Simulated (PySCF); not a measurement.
## Electronic structure of C4H11NSi (SMILES [H][Si]([H])([H])N1CCCC1) in real space

```xyz
17

Si    1.1377    1.9682    0.6658
H     1.5724    2.0172    2.1039
H     2.3747    2.0880   -0.1689
H     0.2322    3.1344    0.4284
N     0.2995    0.5294    0.2030
C    -1.1399    0.3431    0.2616
C    -1.3776   -0.8246   -0.6874
C    -0.1706   -1.7126   -0.4022
C     0.9694   -0.7125   -0.1691
H    -1.6729    1.2602   -0.0400
H    -1.4975    0.0805    1.2800
H    -1.3542   -0.4663   -1.7296
H    -2.3405   -1.3301   -0.5217
H    -0.3502   -2.2980    0.5142
H     0.0535   -2.4264   -1.2082
H     1.6591   -1.0801    0.6140
H     1.5765   -0.5713   -1.0835
```

Geometry: PBE0-D3(BJ)/def2-SVP.

Level of theory: PBE0/pcSseg-1, SCF density, gas phase, non-relativistic (PySCF 2.14.0).

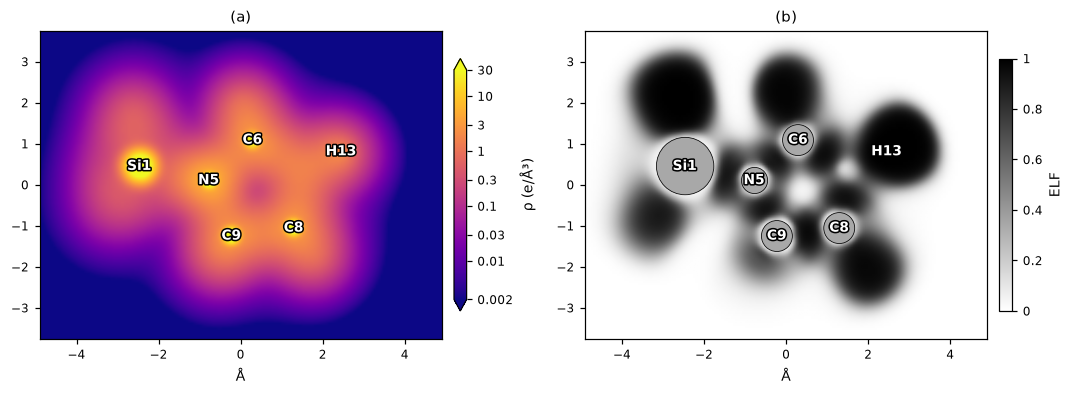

Figure 1. (a) total electron density; (b) electron localisation function on the plane of atoms Si1, N5 and C9. Grey discs cover the atomic cores in the ELF map.

> Read the bonding off the picture.

Atoms in the plane: Si, N, C and H. C–N (1.45 Å): the density is about 1.9 e/Å³ at the midpoint; the ELF peaks at about 0.90 between the atoms; a shared electron pair. C–C (1.53 Å): ρ at the midpoint is about 1.6 e/Å³; the ELF peaks at about 0.95 between the atoms, as expected for a covalent bond. Si–N (1.73 Å): the density is about 1.1 e/Å³ at the midpoint; the ELF peaks at about 0.90 between the atoms: a polar covalent bond.

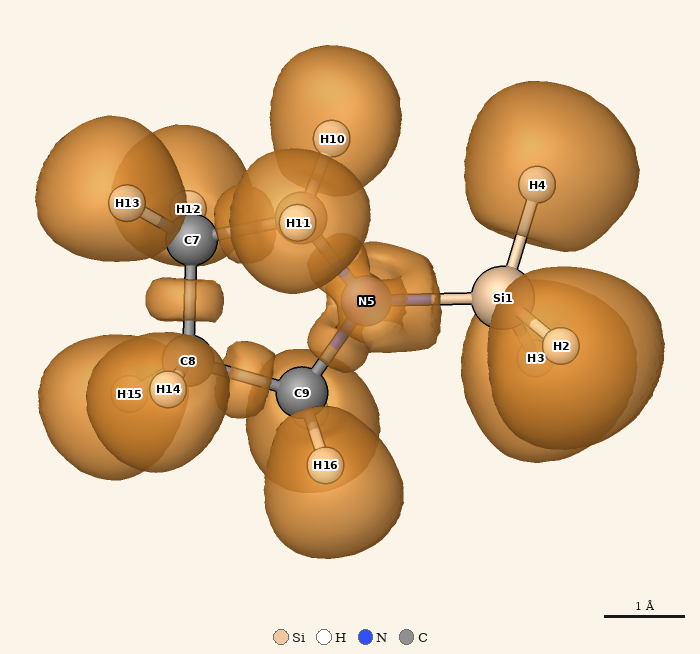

Figure 2. Isosurface of the ELF at 0.75 (orange), seen at a tilt. Core shells and regions of very low density are left out.

> Where are the electrons localised?

At this value the surface marks out three regions between bonded C–C atoms (shared pairs), eleven regions around hydrogen nuclei and one region on N in which the atom's valence shell and bonds are merged.


 C–C (1.52 Å): the ELF peaks at about 0.95 between the atoms (a shared electron pair).

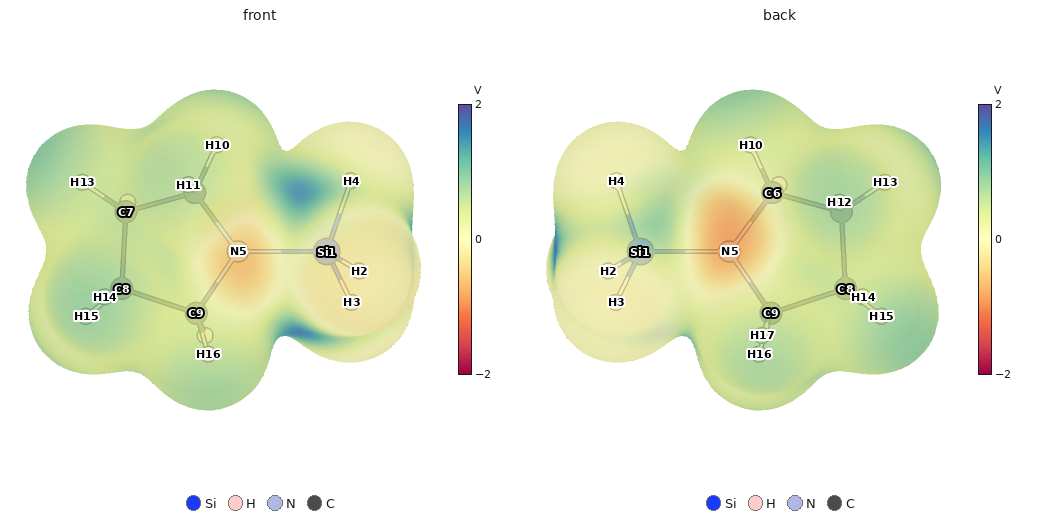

Figure 3. The electrostatic potential painted on the density surface at 0.004 e/bohr³, seen from the front and from behind; the colour scale runs from red (negative) to blue (positive).

> Describe the electrostatic potential map.

The most negative region (about −0.8 V) lies over N5, the most positive (about +1.6 V) over Si1.

> How polar is the molecule by this calculation?

Its dipole moment is 1.39 D.
